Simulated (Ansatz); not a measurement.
How far to go with the k-point mesh: SnSeS (P3m1, 3 atoms in the cell)

```
CELL_PARAMETERS angstrom
      3.77900     0.00000     0.00000
     -1.88950     3.27271     0.00000
      0.00000     0.00000     6.39585
ATOMIC_POSITIONS crystal
  Sn 0.33333 0.66667 0.01547
  Se 0.00000 0.00000 0.75771
  S  0.66667 0.33333 0.23464
```

Method: LDA (PW92), default PAW files made with PBE (plane waves; Ansatz, a quantum-chemistry and plane-wave program).

Base settings: basis.ecutwfc = 420 eV; kpoints.mp_grid.grid = 8 8 4; hamiltonian.xc = lda; hamiltonian.pseudopotentials = {kind: paw} (the program's default PAW files); scf.occupations.method = fixed.

The second cell is the first with its lattice scaled by 0.98.

Only quantities that move along the ladder and can be compared are tabulated.

The count of work is k-points × plane waves × bands × iterations; it is no time. 

The starting cell comes from a database of computed structures (which also holds hypothetical and non-ambient phases and stackings), without a prior relaxation at this level. Its lattice was rescaled by up to half a per cent. One atom was moved a little off its site on purpose. In the base run, with a pressure of about -3 GPa the cell is away from its equilibrium volume at this level. Ansatz's pressure includes its estimate of the finite-basis (Pulay) stress.

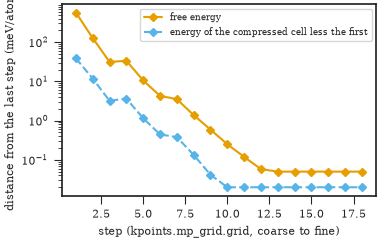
Fig. 1. Distance from the last step along the ladder; very small values are drawn at a floor.

| kpoints.mp_grid.grid | free energy less the last step's (meV/atom) | energy of the compressed cell less the first (meV/atom) | pressure (GPa) | largest difference of a force vector from the last step's (eV/Å) | gap on the mesh (eV) | count of work / last |
|---|---|---|---|---|---|---|
| 2 2 1 | 566.58 | 26.02 | 0.69 | 0.400 | 0.716 | 0.0045 |
| 3 3 2 | 127.46 | -1.04 | -2.08 | 0.145 | 0.788 | 0.012 |
| 4 4 2 | 31.40 | -9.59 | -2.91 | 0.056 | 0.618 | 0.016 |
| 4 4 3 | 33.56 | -9.15 | -2.87 | 0.075 | 0.605 | 0.018 |
| 5 5 3 | 10.59 | -11.65 | -3.11 | 0.038 | 0.714 | 0.023 |
| 6 6 3 | 4.26 | -12.35 | -3.17 | 0.024 | 0.619 | 0.033 |
| 6 6 4 | 3.53 | -12.41 | -3.18 | 0.016 | 0.629 | 0.047 |
| 7 7 4 | 1.38 | -12.66 | -3.20 | 0.008 | 0.684 | 0.055 |
| 8 8 4 | 0.59 | -12.75 | -3.21 | 0.004 | 0.632 | 0.068 |
| 9 9 5 | 0.25 | -12.78 | -3.21 | 0.002 | 0.636 | 0.098 |
| 10 10 5 | 0.12 | -12.79 | -3.22 | 0.001 | 0.620 | 0.11 |
| 11 11 6 | 0.06 | -12.79 | -3.22 | 0.001 | 0.608 | 0.16 |
| 12 12 6 | 0.03 | -12.79 | -3.22 | 0.001 | 0.614 | 0.20 |
| 13 13 7 | 0.01 | -12.79 | -3.22 | 0.000 | 0.624 | 0.25 |
| 14 14 8 | 0.01 | -12.79 | -3.22 | 0.000 | 0.613 | 0.33 |
| 16 16 8 | 0.00 | -12.79 | -3.22 | 0.000 | 0.613 | 0.42 |
| 18 18 9 | 0.00 | -12.79 | -3.22 | 0.000 | 0.615 | 0.57 |
| 20 20 10 | 0.00 | -12.79 | -3.22 | 0.000 | 0.617 | 0.77 |
| 22 22 11 | 0.00 | -12.79 | -3.22 | 0.000 | 0.610 | 1.0 |

Coarsest kpoints.mp_grid.grid that holds the free energy within 1 meV/atom of the last step, with all finer ones: 8 8 4, at 0.068 of the last step's count of work; the step before is off by 1.4 meV/atom.

Coarsest kpoints.mp_grid.grid that holds the energy of the compressed cell less the first within 0.5 meV/atom of the last step, with all finer ones: 6 6 3, at 0.033 of the last step's count of work; the step before is off by 1.1 meV/atom.

The energy difference between the two cells stays within 1 meV/atom of the last step's from 6 6 3 on, the total only from 8 8 4 on: much of the error is common to both cells and cancels.

Two neighbours can agree and both be off: 4 4 2 and 4 4 3 differ by 0.44 meV/atom in the energy of the compressed cell less the first, yet lie about 3.6 meV/atom from the last step.

The gap on the mesh jumps up and down from mesh to mesh; it is no smooth measure of convergence.

Keys are those of Ansatz 0.2.
